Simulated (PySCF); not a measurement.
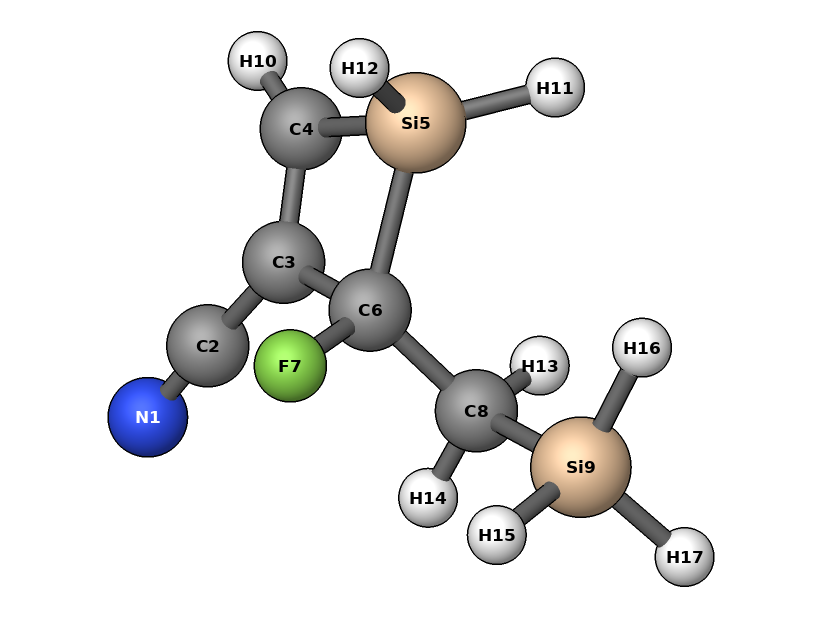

Every bond is drawn as one stick. The geometry was computed by an optimisation with GFN2-xTB. No frequency run is at hand to confirm it as a minimum. Method: PBE0/pcSseg-1 (PySCF 2.14.0).

### Which bond between heavy atoms has the highest Mayer bond order?

N1–C2, 3.00, at a length of 1.148 Å.

List the Mayer bond orders of N1–C2, C2–C3, C3–C4, C3–C6, C4–Si5, Si5–C6, C6–F7, C6–C8, C8–Si9 (bonds between heavy atoms, one of each equivalent set).

```csv
bond,Mayer order,length (Å)
N1–C2,3.00,1.148
C2–C3,1.02,1.401
C3–C4,1.72,1.347
C3–C6,0.94,1.524
C4–Si5,0.91,1.894
Si5–C6,0.84,1.954
C6–F7,0.84,1.399
C6–C8,0.98,1.514
C8–Si9,0.89,1.907
```

The geometry is semi-empirical. Around Si such bond lengths and angles can be off by a tenth of an ångström or more and by several degrees, and values that hang on the shape move with them.
